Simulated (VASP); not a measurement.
Band structure of Nb3Sn (A15). Computed with PBEsol GGA, VASP's PBE PAW potentials (set 64) (plane waves; VASP).

Unless said otherwise, spin-orbit coupling is left out, though it shifts the bands of the heavy elements here.

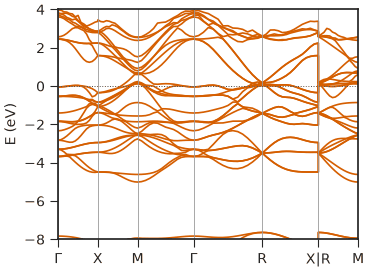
*Bands along high-symmetry lines, zero at the valence-band maximum or, without a gap, the Fermi level*

Task: Read the plot: is there a gap, and where are the band edges?

Result: It has no gap at this level: it comes out as a metal or semimetal. (Edges off the drawn lines would not show.)

The compound is Nb3Sn in the A15 structure. It was relaxed first.
